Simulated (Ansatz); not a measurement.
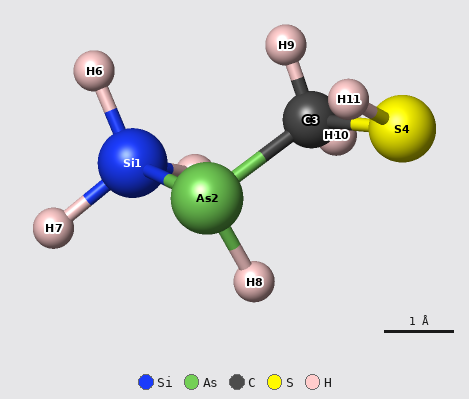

**Figure 1.** The structure as given in the input (ball-and-stick view, seen at a tilt; atoms are numbered from 1 in the order of the input).

# Run report: CH₇AsSSi, geometry relaxation (part 1 of 2)

CH₇AsSSi, SMILES [SiH3][AsH]CS, computed with RKS r2SCAN/def2-SVP (Ansatz 0.2.0).

It belongs to a series of runs on one base structure; here: end point A relaxed. Figures and captions count atoms from 1; the log counts them from 0 in places.

### The program's output
```
The last accepted step is kept in [file] (removed where the run ends without a failure and the disk answers)
Engine: ansatz 0.2.0, aarch64-unknown-linux-gnu
Functional definition: r2SCAN
  parameter k0 = 0.174
  parameter k1 = 0.065
  parameter a1 = 4.9479
  exchange = r2scan_x(k0 = k0, k1 = k1, a1 = a1)
  correlation = r2scan_c
1328 factors; their error is unknown
mean field evaluation 1: about -80684.9201 eV, gradient 3.9e1 eV
mean field evaluation 2: about -80678.4010 eV, gradient 6.0e1 eV
mean field evaluation 4: about -80688.6496 eV, gradient 1.5e0 eV
mean field evaluation 8: about -80688.6546 eV, gradient 2.3e-2 eV
mean field evaluation 16: about -80688.5597 eV, gradient 9.1e-5 eV
mean field -80688.55970977 eV, -2965.2498766641 hartree, gradient 1.1e-5 eV, S^2 0.000000; 0 other end points of the search recorded, 0 dependent functions left out
the calculation of the forces begins
reference -80688.55972005 eV, -2965.2498770418 hartree; 38, 38 occupied and 79, 79 virtual orbitals, 1328 factors
relax step   1: F+E_penalty+E_count = -80688.55970977 eV  Δ(F+E_penalty+E_count) = +0.000e0 eV  max|allowed force component| = 2.668e0 eV/Å  Δτ_max = 0.0000 Å  (28 SCF iters, accepted)
these checks for a lower state are left out or cut short: starts, cluster_reference, orbital_swaps, neighbouring_geometries, increment
1328 factors; their error is unknown
mean field -80688.76634552 eV, -2965.2574703876 hartree, gradient 2.1e-5 eV, S^2 0.000000; 0 other end points of the search recorded, 0 dependent functions left out
the calculation of the forces begins
reference -80688.76635600 eV, -2965.2574707728 hartree; 38, 38 occupied and 79, 79 virtual orbitals, 1328 factors
relax step   2: F+E_penalty+E_count = -80688.76634552 eV  Δ(F+E_penalty+E_count) = -2.066e-1 eV  max|allowed force component| = 4.988e-1 eV/Å  Δτ_max = 0.1766 Å  (28 SCF iters, accepted)
these checks for a lower state are left out or cut short: starts, cluster_reference, orbital_swaps, neighbouring_geometries, increment
1328 factors; their error is unknown
mean field evaluation 32: about -80688.8219 eV, gradient 9.6e-6 eV
mean field -80688.82185835 eV, -2965.2595104467 hartree, gradient 9.6e-6 eV, S^2 0.000000; 0 other end points of the search recorded, 0 dependent functions left out
the calculation of the forces begins
reference -80688.82186880 eV, -2965.2595108307 hartree; 38, 38 occupied and 79, 79 virtual orbitals, 1328 factors
relax step   3: F+E_penalty+E_count = -80688.82185835 eV  Δ(F+E_penalty+E_count) = -5.551e-2 eV  max|allowed force component| = 1.240e-1 eV/Å  Δτ_max = 0.0844 Å  (30 SCF iters, accepted)
these checks for a lower state are left out or cut short: starts, cluster_reference, orbital_swaps, neighbouring_geometries, increment
1328 factors; their error is unknown
mean field -80688.82525563 eV, -2965.2596352943 hartree, gradient 9.7e-6 eV, S^2 0.000000; 0 other end points of the search recorded, 0 dependent functions left out
the calculation of the forces begins
reference -80688.82526607 eV, -2965.2596356780 hartree; 38, 38 occupied and 79, 79 virtual orbitals, 1328 factors
relax step   4: F+E_penalty+E_count = -80688.82525563 eV  Δ(F+E_penalty+E_count) = -3.397e-3 eV  max|allowed force component| = 8.231e-2 eV/Å  Δτ_max = 0.0262 Å  (30 SCF iters, accepted)
these checks for a lower state are left out or cut short: starts, cluster_reference, orbital_swaps, neighbouring_geometries, increment
1328 factors; their error is unknown
mean field -80688.82670175 eV, -2965.2596884383 hartree, gradient 9.5e-6 eV, S^2 0.000000; 0 other end points of the search recorded, 0 dependent functions left out
the calculation of the forces begins
reference -80688.82671220 eV, -2965.2596888222 hartree; 38, 38 occupied and 79, 79 virtual orbitals, 1328 factors
relax step   5: F+E_penalty+E_count = -80688.82670175 eV  Δ(F+E_penalty+E_count) = -1.446e-3 eV  max|allowed force component| = 2.035e-2 eV/Å  Δτ_max = 0.0351 Å  (30 SCF iters, accepted)
these checks for a lower state are left out or cut short: starts, cluster_reference, orbital_swaps, neighbouring_geometries, increment
1328 factors; their error is unknown
mean field -80688.82557875 eV, -2965.2596471688 hartree, gradient 8.7e-6 eV, S^2 0.000000; 0 other end points of the search recorded, 0 dependent functions left out
the calculation of the forces begins
reference -80688.82558920 eV, -2965.2596475527 hartree; 38, 38 occupied and 79, 79 virtual orbitals, 1328 factors
relax step   6: F+E_penalty+E_count = -80688.82557875 eV  Δ(F+E_penalty+E_count) = +1.123e-3 eV  max|allowed force component| = 7.400e-2 eV/Å  Δτ_max = 0.0395 Å  (29 SCF iters, rejected (line search))
these checks for a lower state are left out or cut short: starts, cluster_reference, orbital_swaps, neighbouring_geometries, increment
1328 factors; their error is unknown
mean field -80688.82716163 eV, -2965.2597053385 hartree, gradient 9.5e-6 eV, S^2 0.000000; 0 other end points of the search recorded, 0 dependent functions left out
the calculation of the forces begins
reference -80688.82717208 eV, -2965.2597057225 hartree; 38, 38 occupied and 79, 79 virtual orbitals, 1328 factors
relax step   7: F+E_penalty+E_count = -80688.82716163 eV  Δ(F+E_penalty+E_count) = -4.599e-4 eV  max|allowed force component| = 1.736e-2 eV/Å  Δτ_max = 0.0197 Å  (29 SCF iters, accepted)
these checks for a lower state are left out or cut short: starts, cluster_reference, orbital_swaps, neighbouring_geometries, increment
1328 factors; their error is unknown
mean field evaluation 64: about -80688.8275 eV, gradient 2.9e-5 eV
mean field -80688.82753307 eV, -2965.2597189886 hartree, gradient 9.1e-6 eV, S^2 0.000000; 0 other end points of the search recorded, 0 dependent functions left out
the calculation of the forces begins
reference -80688.82754351 eV, -2965.2597193724 hartree; 38, 38 occupied and 79, 79 virtual orbitals, 1328 factors
relax step   8: F+E_penalty+E_count = -80688.82753307 eV  Δ(F+E_penalty+E_count) = -3.714e-4 eV  max|allowed force component| = 1.532e-2 eV/Å  Δτ_max = 0.0368 Å  (29 SCF iters, accepted)
these checks for a lower state are left out or cut short: starts, cluster_reference, orbital_swaps, neighbouring_geometries, increment
1328 factors; their error is unknown
mean field -80688.82760792 eV, -2965.2597217392 hartree, gradient 9.4e-6 eV, S^2 0.000000; 0 other end points of the search recorded, 0 dependent functions left out
the calculation of the forces begins
reference -80688.82761836 eV, -2965.2597221229 hartree; 38, 38 occupied and 79, 79 virtual orbitals, 1328 factors
relax step   9: F+E_penalty+E_count = -80688.82760792 eV  Δ(F+E_penalty+E_count) = -7.485e-5 eV  max|allowed force component| = 8.962e-3 eV/Å  Δτ_max = 0.0098 Å  (30 SCF iters, accepted)
```

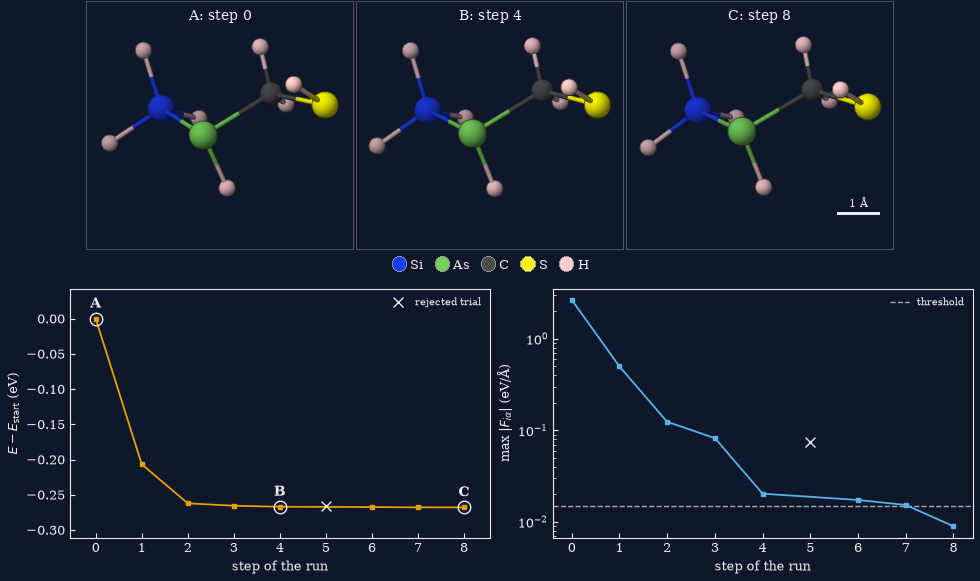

**Figure 2.** Frames of the relaxation (ball-and-stick view, seen at a tilt) above the curves, on which the letters mark them (the first geometry is step 0 here and step 1 in the log).

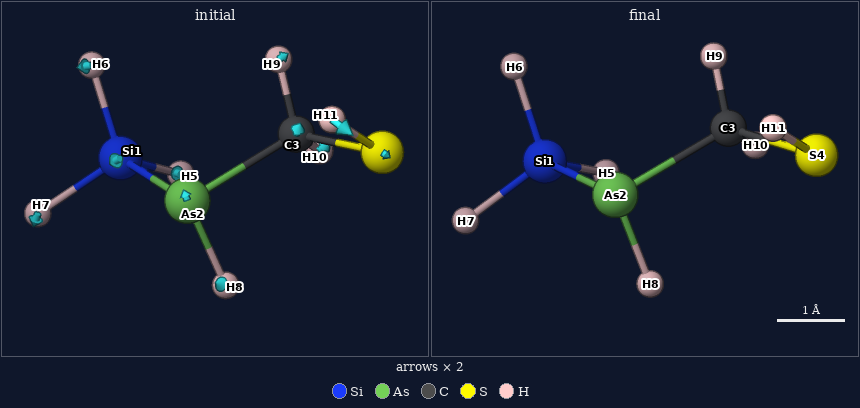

**Figure 3.** Before (left) and after (right) the relaxation, at one scale (ball-and-stick view, seen at a tilt). The teal arrows give the displacements, magnified 2 times. After 8 geometry steps the energy has fallen by 0.268 eV. Largest force component: 2.7 eV/Å at the start, 0.009 eV/Å at the end. The line search rejected the trial step at point 5 (counted from 0) and went back. The largest move after the best rigid fit is that of H11, 0.22 Å. By element the largest moves are H 0.22 Å, Si 0.15 Å, C 0.13 Å, As 0.09 Å, S 0.08 Å. Among the contacts that change: Si1–As2 2.277 → 2.377 Å, C3–H9 1.152 → 1.102 Å, As2–C3 1.963 → 2.002 Å, C3–H10 1.062 → 1.100 Å. Among the angles that change: S4–C3–H10 111.0° → 105.4°, S4–C3–H9 105.5° → 111.0°, As2–Si1–H6 113.3° → 108.5°. (Atoms are counted from 1 in the order of the input.)

```
1328 factors; their error is unknown
mean field -80688.82760792 eV, -2965.2597217392 hartree, gradient 9.3e-6 eV, S^2 0.000000; 1 other end points of the search recorded, 0 dependent functions left out
the calculation of the forces begins
reference -80688.82761836 eV, -2965.2597221229 hartree; 38, 38 occupied and 79, 79 virtual orbitals, 1328 factors
Total energy: -80688.82761836 eV, -2965.2597221229 hartree
Atom 0 at    -0.680883     1.900807     0.015125 Å, force     0.000197     0.005289    -0.003115 eV/Å
Atom 1 at    -0.408922    -0.200266     1.093129 Å, force     0.004291    -0.003113     0.001627 eV/Å
Atom 2 at     0.722396    -1.036640    -0.331105 Å, force    -0.005145     0.008962     0.008260 eV/Å
Atom 3 at     0.887600    -2.837733    -0.127195 Å, force    -0.000332     0.002982    -0.004808 eV/Å
Atom 4 at    -1.009730     1.758011    -1.437694 Å, force     0.002908     0.001112    -0.000559 eV/Å
Atom 5 at     0.596090     2.667931     0.140258 Å, force    -0.004683    -0.002870    -0.000965 eV/Å
Atom 6 at    -1.770835     2.666091     0.692044 Å, force     0.003309    -0.004514     0.000555 eV/Å
Atom 7 at    -1.726297    -0.729420     0.537883 Å, force    -0.000659     0.000190     0.000330 eV/Å
Atom 8 at     1.709421    -0.547651    -0.328151 Å, force    -0.006069    -0.004281    -0.001776 eV/Å
Atom 9 at     0.276625    -0.894125    -1.326522 Å, force     0.005576    -0.004668     0.000355 eV/Å
Atom 10 at     1.469934    -2.804104     1.092928 Å, force     0.000606     0.000911     0.000096 eV/Å
Dipole moment:     0.081144     0.178152    -0.024191 e Å
```

### Trajectory as extended XYZ (Å, eV, eV/Å), 9 frames, from step=1 to step=9
```
11
Properties=species:S:1:pos:R:3:forces:R:3 step=1 energy=-80688.55971
Si   -0.5878    1.7851    0.0528   -1.3275   1.0687  -0.5817
As   -0.4887   -0.2460    1.0772   -0.2306  -0.8119   0.6322
C     0.6107   -0.9913   -0.3687    2.6680   0.1671   1.7375
S     0.9154   -2.7685   -0.1041    0.2448  -0.1923   0.4825
H    -0.9879    1.6401   -1.3922    0.1485   0.0301   0.1002
H     0.6588    2.5349    0.1363    0.7059   0.2065   0.0547
H    -1.6465    2.6364    0.7082    0.1366  -0.1105  -0.0636
H    -1.7634   -0.7398    0.4026   -0.1479   0.1381   0.1872
H     1.6439   -0.4873   -0.2962   -1.3823  -0.3725  -0.4472
H     0.1683   -0.8184   -1.3180   -0.4109   0.0055  -1.3284
H     1.5426   -2.6023    1.1228   -0.4045  -0.1288  -0.7734
11
Properties=species:S:1:pos:R:3:forces:R:3 step=2 energy=-80688.76635
Si   -0.7151    1.9070    0.0411    0.1693  -0.0111  -0.2760
As   -0.4652   -0.2237    1.0471   -0.2130  -0.0656   0.4373
C     0.7198   -1.0726   -0.3246    0.3868   0.1803  -0.0766
S     0.9638   -2.8742   -0.1195    0.0557   0.3990   0.4310
H    -1.0485    1.7757   -1.4170   -0.0138   0.0639   0.0739
H     0.6176    2.5614    0.1537    0.0612   0.1649  -0.0143
H    -1.7456    2.7673    0.7094    0.0618  -0.1814   0.0253
H    -1.8252   -0.6427    0.4799    0.2034  -0.1903  -0.0502
H     1.7082   -0.5513   -0.3310   -0.4988  -0.1781   0.0868
H     0.2790   -0.9427   -1.3127   -0.0808  -0.0170  -0.3775
H     1.5767   -2.7614    1.0944   -0.1318  -0.1646  -0.2595
```
